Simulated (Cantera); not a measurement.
Charge: 1 mol FeCl₃, 0.91 mol HCl, 0.15 mol H₂, at 0.760 bar.

Cantera equilibrium calculation (NASA polynomials, part measured and part estimated; ideal gas, pure solids and liquids). Candidate condensed phases: Fe, FeCl₂, FeCl₃; 11 gas species. The numbers say what is thermodynamically allowed, not how fast it happens.

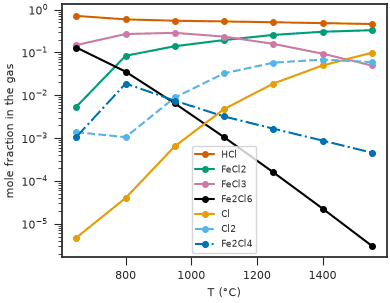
Fig. 1. Equilibrium gas composition (values under 1e-9 drawn at 1e-9)

At 650 °C the condensed part is FeCl₂(s). At 800 °C the condensed part is FeCl₂(l). From 950 °C to 1550 °C nothing is condensed. The main Fe-bearing gas is Fe₂Cl₆ at 650 °C and FeCl₂ at 1550 °C.
